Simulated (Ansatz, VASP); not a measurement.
# Cross-check of CaB6 between VASP and Ansatz

Aim: how closely do two programs agree when they are given the same cell, functional and k mesh? Valence electrons are named where the data sets of a main pair hold unlike numbers.

Program: Ansatz 0.2.0. Level of theory: plane waves, with VASP 6.6.1 beside it; band structure at PBEsol and band structure at PBE-EpsX with an exact-exchange share of 0.13. Results are calculated unless marked as measured.

The database entry behind the starting cell differs from later determinations by our own check (0.1 to 0.3 % short, old inner coordinate), so it need not match the best structure at ambient conditions.

### Step 1. Starting point

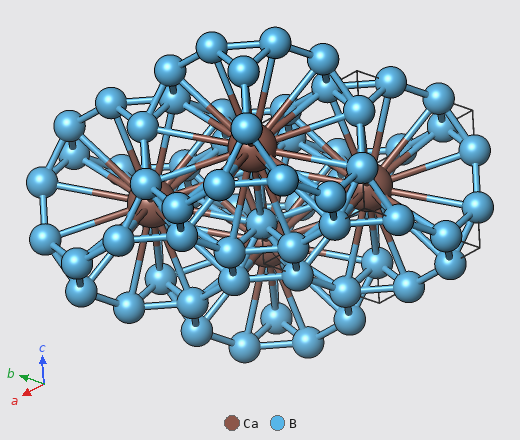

Start, viewed from a free direction; calcium brown, boron blue. 2×2×1 cells are drawn. Some periodic images of atoms are drawn too.

Structure file:

```xyz
7
Lattice="4.1450 0.0000 0.0000 0.0000 4.1450 0.0000 0.0000 0.0000 4.1450" Properties=species:S:1:pos:R:3 pbc="T T T"
Ca    2.0725    2.0725    2.0725
B     0.0000    0.0000    1.2145
B     0.0000    0.0000    2.9305
B     1.2145    0.0000    0.0000
B     2.9305    0.0000    0.0000
B     0.0000    1.2145    0.0000
B     0.0000    2.9305    0.0000
```

### Step 2. VASP: band structure, PBEsol

The same path points are solved in both programs, so levels can be compared one by one.

Lines of VASP's logs that name or quote its potential files are left out, and so is its time.

The input, INCAR:

```
SYSTEM = CaB6
PREC = Accurate
ENCUT = 420
EDIFF = 1E-06
NELM = 100
ISMEAR = 0
SIGMA = 0.02
LREAL = .FALSE.
ALGO = Normal
GGA = PS
NBANDS = 32
LORBIT = 11
LWAVE = .FALSE.
LCHARG = .FALSE.
KPAR = 8
```

The input, POSCAR:

```
CaB6
1.0
    4.1450000000      0.0000000000      0.0000000000
    0.0000000000      4.1450000000      0.0000000000
    0.0000000000      0.0000000000      4.1450000000
Ca B
1 6
Direct
    0.5000000000      0.5000000000      0.5000000000
    0.0000000000      0.0000000000      0.2930000000
    0.0000000000      0.0000000000      0.7070000000
    0.2930000000      0.0000000000      0.0000000000
    0.7070000000      0.0000000000      0.0000000000
    0.0000000000      0.2930000000      0.0000000000
    0.0000000000      0.7070000000      0.0000000000
```

The input, KPOINTS:

```
Automatic mesh
0
Gamma
4 4 4
0 0 0
```

The input, KPOINTS_OPT:

```
Line mode
12
Line-mode
Reciprocal
  0.00000000   0.00000000   0.00000000 GAMMA
  0.00000000   0.50000000   0.00000000 X

  0.00000000   0.50000000   0.00000000 X
  0.50000000   0.50000000   0.00000000 M

  0.50000000   0.50000000   0.00000000 M
  0.00000000   0.00000000   0.00000000 GAMMA

  0.00000000   0.00000000   0.00000000 GAMMA
  0.50000000   0.50000000   0.50000000 R

  0.50000000   0.50000000   0.50000000 R
  0.00000000   0.50000000   0.00000000 X

  0.50000000   0.50000000   0.00000000 M
  0.50000000   0.50000000   0.50000000 R
```

PAW data sets: Ca_sv and B (PBE family, release 64).

Command:

```sh
$ mpirun -np 8 vasp_std
```

Numbers of over 12 decimals in the logs are rounded to 6 here.

Output:

```text
[banner, memory and clock lines left out]
running    8 mpi-ranks, on    1 nodes
 distrk:  each k-point on    1 cores,    8 groups
 distr:  one band on    1 cores,    1 groups

 POSCAR found type information on POSCAR CaB
 POSCAR found :  2 types and       7 ions
|                                                                             |
|           W    W    AA    RRRRR   N    N  II  N    N   GGGG   !!!           |
|           W    W   A  A   R    R  NN   N  II  NN   N  G    G  !!!           |
|           W    W  A    A  R    R  N N  N  II  N N  N  G       !!!           |
|           W WW W  AAAAAA  RRRRR   N  N N  II  N  N N  G  GGG   !            |
|           WW  WW  A    A  R   R   N   NN  II  N   NN  G    G                |
|           W    W  A    A  R    R  N    N  II  N    N   GGGG   !!!           |
|                                                                             |
|     For optimal performance we recommend to set                             |
|       NCORE = 2 up to number-of-cores-per-socket                            |
|     NCORE specifies how many cores store one orbital (NPAR=cpu/NCORE).      |
|     This setting can greatly improve the performance of VASP for DFT.       |
|     The default, NCORE=1 might be grossly inefficient on modern             |
|     multi-core architectures or massively parallel machines. Do your        |
|     Unfortunately you need to use the default for GW and RPA                |
|     calculations (for HF NCORE is supported but not extensively tested      |
|     yet).                                                                   |
|                                                                             |

|                                                                             |
|               ----> ADVICE to this user running VASP <----                  |
|                                                                             |
|     You enforced a specific xc type in the INCAR file but a different       |
|     [... a line on the potential file left out ...]
|     I HOPE YOU KNOW WHAT YOU ARE DOING!                                     |
|                                                                             |

 LDA part: xc-table for (Slater+PW92), standard interpolation
 POSCAR, INCAR and KPOINTS ok, starting setup
 FFT: planning ... GRIDC
 FFT: planning ... GRID_SOFT
 FFT: planning ... GRID
 WAVECAR not read
 entering main loop
       N       E                     dE             d eps       ncg     rms          rms(c)
DAV:   1     0.121277863281E+03    0.12128E+03   -0.10925E+04   640   0.697E+02
DAV:   2    -0.445711725784E+02   -0.16585E+03   -0.15706E+03   752   0.206E+02
DAV:   3    -0.523435973189E+02   -0.77724E+01   -0.76996E+01  1048   0.388E+01
DAV:   4    -0.524772418645E+02   -0.13364E+00   -0.13353E+00   840   0.377E+00
DAV:   5    -0.524779189734E+02   -0.67711E-03   -0.67709E-03   816   0.294E-01    0.104E+01
DAV:   6    -0.477647416714E+02    0.47132E+01   -0.34039E+00   760   0.916E+00    0.514E+00
DAV:   7    -0.469692504353E+02    0.79549E+00   -0.22478E+00   792   0.619E+00    0.154E+00
DAV:   8    -0.469909665660E+02   -0.21716E-01   -0.48878E-01   736   0.320E+00    0.891E-01
DAV:   9    -0.469543302216E+02    0.36636E-01   -0.42164E-02   736   0.102E+00    0.208E-01
DAV:  10    -0.469534121332E+02    0.91809E-03   -0.13472E-02   816   0.491E-01    0.118E-01
DAV:  11    -0.469532498106E+02    0.16232E-03   -0.32224E-03   720   0.254E-01    0.290E-02
DAV:  12    -0.469532204248E+02    0.29386E-04   -0.10571E-04   712   0.497E-02    0.124E-02
DAV:  13    -0.469532234484E+02   -0.30237E-05   -0.10688E-05   792   0.164E-02    0.325E-03
DAV:  14    -0.469532230084E+02    0.44002E-06   -0.26070E-07   440   0.244E-03
   1 F= -.46953223E+02 E0= -.46953223E+02  d E =-.628987E-06
 Start KPOINTS_OPT (optional k-point list driver)
k-point batch [1-10\72]
       N       E                     dE             ncg
DAV:   1    -0.320591980230E+03   -0.26066E+04      640
DAV:   2    -0.186969311993E+04   -0.15491E+04      728
DAV:   3    -0.193816604383E+04   -0.68473E+02     1072
DAV:   4    -0.193955593709E+04   -0.13899E+01      832
DAV:   5    -0.193956039697E+04   -0.44599E-02      792
DAV:   6    -0.193956048093E+04   -0.83951E-04      800
DAV:   7    -0.193956048260E+04   -0.16708E-05      704
DAV:   8    -0.193956048265E+04   -0.56953E-07      512
[...]
k-point batch [71-72\72]
       N       E                     dE             ncg
DAV:   1     0.707963048634E+04   -0.18727E+04      128
DAV:   2     0.673809418121E+04   -0.34154E+03      168
DAV:   3     0.672202244598E+04   -0.16072E+02      200
DAV:   4     0.672186157690E+04   -0.16087E+00      152
DAV:   5     0.672185998728E+04   -0.15896E-02      136
DAV:   6     0.672185996242E+04   -0.24862E-04      160
DAV:   7     0.672185996198E+04   -0.44562E-06      128
```

Parts of OUTCAR (step 2):

```text
ion  position               nearest neighbor table
   1  0.500  0.500  0.500-
   2  0.000  0.000  0.293-   3 1.72   4 1.72   5 1.72   6 1.72   7 1.72
   3  0.000  0.000  0.707-   2 1.72   4 1.72   5 1.72   6 1.72   7 1.72
   4  0.293  0.000  0.000-   5 1.72   3 1.72   2 1.72   6 1.72   7 1.72
   5  0.707  0.000  0.000-   4 1.72   3 1.72   2 1.72   6 1.72   7 1.72
   6  0.000  0.293  0.000-   7 1.72   3 1.72   4 1.72   5 1.72   2 1.72
   7  0.000  0.707  0.000-   6 1.72   3 1.72   4 1.72   5 1.72   2 1.72

  LATTYP: Found a simple cubic cell.
 ALAT       =     4.1450000000

 Subroutine GETGRP returns: Found 48 space group operations
 (whereof 48 operations were pure point group operations)

The static configuration has the point symmetry O_h .

 Found     10 irreducible k-points:

   k-points           NKPTS =     10   k-points in BZ     NKDIM =     10   number of bands    NBANDS=     32

   dimension x,y,z NGX =    28 NGY =   28 NGZ =   28
   dimension x,y,z NGXF=    56 NGYF=   56 NGZF=   56

   ENCUT  =  420.0 eV  30.87 Ry    5.56 a.u.   6.93  6.93  6.93*2*pi/ulx,y,z

   NELECT =      28.0000    total number of electrons

 k-points in reciprocal lattice and weights: Automatic mesh
   0.00000000  0.00000000  0.00000000       0.016
   0.25000000  0.00000000  0.00000000       0.094
   0.50000000  0.00000000  0.00000000       0.047
   0.25000000  0.25000000  0.00000000       0.188
   0.50000000  0.25000000  0.00000000       0.188
   0.50000000  0.50000000  0.00000000       0.047
   0.25000000  0.25000000  0.25000000       0.125
   0.50000000  0.25000000  0.25000000       0.188
   0.50000000  0.50000000  0.25000000       0.094
   0.50000000  0.50000000  0.50000000       0.016

 average (electrostatic) potential at core
       1 -45.2702       2 -26.7590       3 -26.7590       4 -26.7590       5 -26.7590
       6 -26.7590       7 -26.7590

 E-fermi :   4.4734

 k-point     1 :       0.0000    0.0000    0.0000
  band No.  band energies     occupation
    ...
     10      -0.4516      2.00000
     11      -0.4516      2.00000
     12       4.0495      2.00000
     13       4.0495      2.00000
     14       4.0495      2.00000
     15       7.6220      0.00000
     16       7.6220      0.00000
     17       7.6220      0.00000
     18       7.9309      0.00000
     19       7.9309      0.00000
    ...

 k-point     2 :       0.2500    0.0000    0.0000
  band No.  band energies     occupation
    ...
     10      -0.2542      2.00000
     11       1.3783      2.00000
     12       2.9427      2.00000
     13       2.9427      2.00000
     14       4.2203      2.00000
     15       5.5118      0.00000
     16       8.1456      0.00000
     17       8.1456      0.00000
     18       8.3005      0.00000
     19       8.7952      0.00000
    ...

 k-point     3 :       0.5000    0.0000    0.0000
  band No.  band energies     occupation
    ...
     10      -0.0174      2.00000
     11       2.1330      2.00000
     12       2.1330      2.00000
     13       2.9409      2.00000
     14       4.4188      1.99988
     15       4.5279      0.00012
     16       7.7843      0.00000
     17       7.7843      0.00000
     18       8.3218      0.00000
     19       8.3336      0.00000
    ...

  Total        0.1974045      0.1974045      0.1974045     -0.0000000     -0.0000000      0.0000000
  in kB        4.4411355      4.4411355      4.4411355     -0.0000000     -0.0000000      0.0000000
  external PRESSURE =       4.4411355 kB  Pullay stress =       0.0000000 kB

  energy-cutoff  :      420.00
  volume of cell :       71.22
      direct lattice vectors                 reciprocal lattice vectors
     4.145000000  0.000000000  0.000000000     0.241254524  0.000000000  0.000000000
     0.000000000  4.145000000  0.000000000     0.000000000  0.241254524  0.000000000
     0.000000000  0.000000000  4.145000000     0.000000000  0.000000000  0.241254524

 POSITION                                       TOTAL-FORCE (eV/Angst)
 -----------------------------------------------------------------------------------
      2.07250      2.07250      2.07250         0.000000     -0.000000     -0.000000
      0.00000      0.00000      1.21448         0.000000     -0.000000      1.325635
      0.00000      0.00000      2.93052         0.000000     -0.000000     -1.325635
      1.21448      0.00000      0.00000         1.325635     -0.000000     -0.000000
      2.93052      0.00000      0.00000        -1.325635     -0.000000     -0.000000
      0.00000      1.21448      0.00000         0.000000      1.325635      0.000000
      0.00000      2.93052      0.00000        -0.000000     -1.325635     -0.000000
 -----------------------------------------------------------------------------------
    total drift:                                0.000000      0.000000      0.000000

  FREE ENERGIE OF THE ION-ELECTRON SYSTEM (eV)
  ---------------------------------------------------
  free  energy   TOTEN  =       -46.9532230084 eV

  energy  without entropy=      -46.9532223794  energy(sigma->0) =      -46.95322269

 total charge
# of ion       s       p       d       tot
------------------------------------------
    1        2.012   5.838   0.207   8.057
    2        0.697   1.387   0.000   2.084
    3        0.697   1.387   0.000   2.084
    4        0.697   1.387   0.000   2.084
    5        0.697   1.387   0.000   2.084
    6        0.697   1.387   0.000   2.084
    7        0.697   1.387   0.000   2.084
--------------------------------------------------
tot          6.192  14.160   0.207  20.559

[... 3 further parts left out ...]
```

The PAW data sets were made with PBE, which is usual practice but a small mismatch for other functionals.

### Step 3. Ansatz: band structure, PBEsol

Ansatz runs on its default PAW (the set named soft_2) files.

The same cell, functional, mesh and smearing now go to Ansatz, which takes its cutoff from its data sets.

The input, input.yaml:

```yaml
crystal:
  lattice:
    - [4.145, 0.0, 0.0]
    - [0.0, 4.145, 0.0]
    - [0.0, 0.0, 4.145]
  atoms:
    - { symbol: Ca, position: [0.5, 0.5, 0.5] }
    - { symbol: B, position: [0.0, 0.0, 0.293] }
    - { symbol: B, position: [0.0, 0.0, 0.707] }
    - { symbol: B, position: [0.293, 0.0, 0.0] }
    - { symbol: B, position: [0.707, 0.0, 0.0] }
    - { symbol: B, position: [0.0, 0.293, 0.0] }
    - { symbol: B, position: [0.0, 0.707, 0.0] }
hamiltonian:
  xc: pbesol
  pseudopotentials: { kind: paw }
kpoints:
  mp_grid: { grid: [4, 4, 4] }
  band_path:
    path:
      - [0.0, 0.0, 0.0]
      - [0.0, 0.09091, 0.0]
      - [0.0, 0.18182, 0.0]
      - [0.0, 0.31818, 0.0]
      - [0.0, 0.40909, 0.0]
      - [0.0, 0.5, 0.0]
      - [0.09091, 0.5, 0.0]
      - [0.22727, 0.5, 0.0]
      - [0.31818, 0.5, 0.0]
      - [0.45455, 0.5, 0.0]
      - [0.5, 0.5, 0.0]
      - [0.40909, 0.40909, 0.0]
      - [0.27273, 0.27273, 0.0]
      - [0.18182, 0.18182, 0.0]
      - [0.04545, 0.04545, 0.0]
      - [0.0, 0.0, 0.0]
      - [0.13636, 0.13636, 0.13636]
      - [0.22727, 0.22727, 0.22727]
      - [0.36364, 0.36364, 0.36364]
      - [0.45455, 0.45455, 0.45455]
      - [0.5, 0.5, 0.5]
      - [0.36364, 0.5, 0.36364]
      - [0.27273, 0.5, 0.27273]
      - [0.13636, 0.5, 0.13636]
      - [0.04545, 0.5, 0.04545]
      - [0.5, 0.5, 0.04545]
      - [0.5, 0.5, 0.13636]
      - [0.5, 0.5, 0.27273]
      - [0.5, 0.5, 0.36364]
      - [0.5, 0.5, 0.5]
    npoints: 1
scf:
  occupations: { method: gaussian, width: 0.02 }
  n_extra_bands: 9
output:
  forces: true
  stress: true
  eigenvalues: true
```

Command:

```sh
$ ansatz run input.yaml --threads 4 --pin off --max-ram 9216MiB --backend cpu --events-out ev --progress --plain --runs-dir out
```

Output:

```text
scf.n_extra_bands = 9 over 14 filled bands (N_el = 28.0): the run solves 23 bands
Engine: ansatz 0.2.0, x86_64-unknown-linux-gnu
Pseudopotentials: kind: paw
Pseudopotential: Ca, paw, valence charge 10, recommended cutoff 420 eV (normal), Ca.paw.azcp
Pseudopotential: B, paw, valence charge 3, recommended cutoff 420 eV (normal), B.paw.azcp
Functional definition: PBEsol
  exchange = pbesol_x
  correlation = pbesol_c
Crystal: 7 atoms, lattice volume = 71.215 Å³
Basis set: ecut = 420 eV, 1357 PW (Γ), exchange–correlation on 60×60×60 points (8 copies of the dense FFT grid, shifted against one another)
Bands: 23, of which v1, the nominal top of the filled ones, is band 14 counted from 1 (13 counted from 0)
Symmetry: 48 space group operations
Space group: Pm-3m (ITA 221), of the structure as read, at distance tolerance 4.1e-5 Å
k-points: 10 of 64
Non-local potential: Ca, projectors of the file, l = 0: 3, l = 1: 2, l = 2: 2
Non-local potential: B, projectors of the file, l = 0: 2, l = 1: 2, l = 2: 1
PAW form: soft (Blöchl's): semilocal exchange-correlation on the pseudo side does not see the compensation charge
PAW frozen core: Ca, regenerated for the run's functional, and the local potential with it (the file was generated under x = pbe(κ = 0.804, μ = 0.219515), c = pbe(β = 0.066725))
PAW frozen core: B, regenerated for the run's functional, and the local potential with it (the file was generated under x = pbe(κ = 0.804, μ = 0.219515), c = pbe(β = 0.066725))
PAW one-centre angular grid: Ca, 110 points (default); XC on 64 Gauss nodes
PAW one-centre angular grid: B, 110 points (default); XC on 64 Gauss nodes
Initial density: superposition of atomic densities (neutral atoms: chi_scale 0, normalization atom), corrected by the library's trained network
Initial wavefunctions: pseudopotential atomic-orbital guess
Functional: x = pbesol(κ = 0.804, μ = 0.123457), c = pbesol(β = 0.046)
SCF iter   1: F=—  HF=-2712.352430 eV  |F-HF|=—  |Δ(HF+E_count)|=         —  Δρ=3.62e-3  dr2=1.49e-2  ethr=1.77e-3  ⟨swp⟩=8.3  Hψ=1498  notcnv=0  defer=1
preconditioner: auto → Resta (q_TF=auto, 2.335 Å⁻¹)  ε∞=3.6  [insulator: Δε(μ)=0.059 eV  Ē_g=14.022 eV  σ=0.020 eV  W_gap=0.96  n_scr=18 (ndim 8)  ℏωp=22.4 eV  f_vac=0.000  D(μ)=0.58/eV (n_scr^D=0)  ε∞_Penn≈3.6]
SCF iter   2: F=—  HF=-2712.348830 eV  |F-HF|=—  |Δ(HF+E_count)|=   3.60e-3  Δρ=1.88e-3  dr2=3.87e-3  ethr=5.31e-5  ⟨swp⟩=2.7  Hψ=405  notcnv=0  defer=28
SCF iter   3: F=—  HF=-2712.347875 eV  |F-HF|=—  |Δ(HF+E_count)|=   9.55e-4  Δρ=2.60e-4  dr2=3.39e-5  ethr=1.38e-5  ⟨swp⟩=2.3  Hψ=363  notcnv=0  defer=29
SCF iter   4: F=—  HF=-2712.347936 eV  |F-HF|=—  |Δ(HF+E_count)|=   6.12e-5  Δρ=6.06e-5  dr2=3.13e-6  ethr=1.21e-7  ⟨swp⟩=2.5  Hψ=308  notcnv=0  defer=29
SCF iter   5: F=—  HF=-2712.347938 eV  |F-HF|=—  |Δ(HF+E_count)|=   1.73e-6  Δρ=1.40e-5  dr2=1.04e-7  ethr=1.12e-8  ⟨swp⟩=2.2  Hψ=316  notcnv=0  defer=29
SCF iter   6: F=-2712.347938 eV  HF=-2712.347938 eV  |F-HF|=8.02e-9  |Δ(HF+E_count)|=   6.34e-8  Δρ=3.62e-6  dr2=7.67e-9  ethr=3.57e-10  ⟨swp⟩=8.5  Hψ=1013  notcnv=0
SCF 1 converged in 6 iterations: F = -2712.347938 eV  dr2 = 7.67e-9
  greatest PAW one-centre occupation: 0.995 electrons in one spin orbital (limit 2), on the Ca atom at site 0 (counted from 0), in its partial waves of l = 0
NSCF: frozen V_eff on 30 k-points
SCF converged after 6 iterations
Free energy (F): -2712.347938 eV
Harris-Foulkes:  -2712.347938 eV  (|F-HF|=8.02e-9)
Internal energy: -2712.347938 eV  (E = F + TS)
E sigma→0 (E₀):  -2712.347938 eV
Entropy (-TS):   -0.000001 eV (-0.000 meV/atom)
Fermi energy:    8.166739 eV
--- Per-component energies (eV) ---
  E_band       = -94.063496
  E_kinetic    = 579.539142
  E_local      = -875.894597  (includes V_loc(G=0)·N_el)
  E_nonlocal   = 133.057155
  E_hartree    = 276.481058
  E_xc         = -330.598327
  E_vxc        = -402.499451  (∫ρ·V_xc dr)
  E_paw        = -1289.851113  (= ΣΔE_a)
  E_vpaw       = -81.227436  (= ΣTr[D̂ρ^β])
  E_aug_tail   = -0.000024  (compensation charges beyond the density's cutoff)
  E_ewald      = -1205.288291
  E_core_change = 0.207060  (= ΣΔE_core)
  E_smearing   = -0.000001  (= −TS)
  E_closure    = -0.000000  (closes the sum)
  Σ components = -2712.347938   (vs F -2712.347938, Δ=0.00e0)
--- Forces (eV/Å), atoms counted from 1 ---
  atom   1  Ca     0.00000000    -0.00000000     0.00000000
  atom   2  B      0.00000000    -0.00000000     1.28674958
  atom   3  B      0.00000000     0.00000000    -1.28674958
  atom   4  B      1.28674958    -0.00000000     0.00000000
  atom   5  B     -1.28674958     0.00000000     0.00000000
  atom   6  B      0.00000000     1.28674958     0.00000000
  atom   7  B     -0.00000000    -1.28674958     0.00000000
  max |Σ_I F_I| component: 4.44e-16 eV/Å
--- Stress (GPa, compression-positive) ---
        0.007240       0.000000       0.000000
        0.000000       0.007240       0.000000
        0.000000       0.000000       0.007240
  P = ⅓ Tr σ = 0.0072 GPa (0.072 kbar)
--- Band table (eV; the first three rows and the last of 10) ---
  k-point 0: bands = [... 10 lower, 3.2339, 7.7447, 7.7447, 7.7447, 11.3111, 11.3111, 11.3111, 11.6172, ... 5 higher]
  k-point 1: bands = [... 10 lower, 5.0624, 6.6367, 6.6367, 7.9145, 9.2032, 11.8330, 11.8330, 11.9863, ... 5 higher]
  k-point 2: bands = [... 10 lower, 5.8261, 5.8261, 6.6223, 8.1117, 8.2218, 11.4713, 11.4713, 12.0091, ... 5 higher]
  k-point 9: bands = [... 10 lower, 3.9002, 7.2132, 7.2132, 7.2132, 12.4142, 12.9712, 12.9712, 13.0756, ... 5 higher]
```

The job ended after 0.59 s (4 threads of Intel Xeon Platinum 8488C (Sapphire Rapids), shared host; peak memory 0.39 GiB).

The column dr2 measures how far the density is from self-consistency, as an energy; F and HF (Harris–Foulkes) agree once it is small.

(Part 1 of 2 ends here.)

[Lines on the potential files, build, host, timing and source positions are cut from VASP's logs without a mark.]

[Logs are printed without paths, hosts, clocks, repeated set-up lines and the standing remarks that a program may print on its own settings, such as how far it seeks lower states.]

[Hosts, paths, dates, database ids (printed as entryN), source tags and the programs' standing remarks are cut or masked in the printed files.]
